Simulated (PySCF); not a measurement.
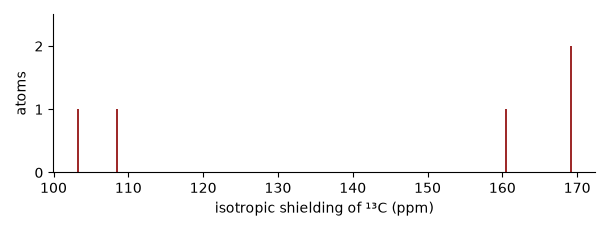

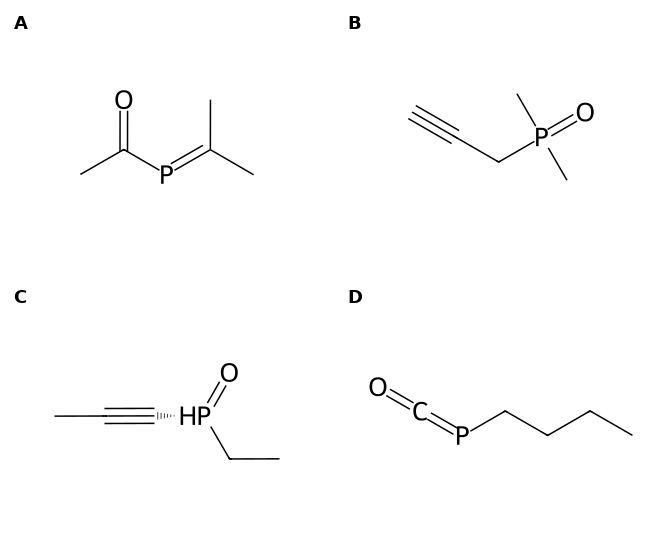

The sticks are computed shieldings of one of the molecules, for one fixed geometry (GFN2-xTB) without averaging over rotations. Low shielding means a high chemical shift. Method: GIAO PBE0/pcSseg-1 NMR shielding, non-relativistic, gas phase (PySCF 2.14.0).

### Match the spectrum to a structure.

B, `C#CCP(C)(C)=O`. Its 5 C atoms give lines at 103.2, 108.5, 160.5, 169.1 (2 atoms) ppm.

The geometry is semi-empirical. Around P such bond lengths and angles can be off by a tenth of an ångström or more and by several degrees, and values that hang on the shape move with them.
